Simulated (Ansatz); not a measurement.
The starting structures come from a database of crystals and need not be the phases stable at ambient conditions.

 Where the default PAW files enter, the runs use the earlier of Ansatz's two default sets.

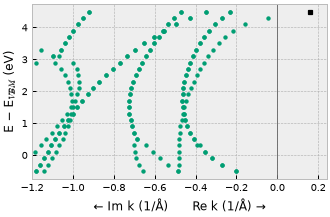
*Complex bands at the centre of the two-dimensional zone; Ansatz (a program for electronic structure) with r2SCAN*

The gap is the functional's own, uncorrected, and κ follows it; spin-orbit coupling is left out. Mid-gap values are interpolated between the computed energies.

### Question
This is Li₃AlH₆ (R-3, not sure to be the ambient phase, 20 atoms a cell, 8.6 Å³ an atom) along the normal of (101). Read off the slowest decay at the centre of the two-dimensional zone at 2.10 eV, the computed energy nearest the middle of the gap.

### Answer
κ ≈ 0.42 1/Å, a decay length 1/(2κ) of the density of 1.2 Å.
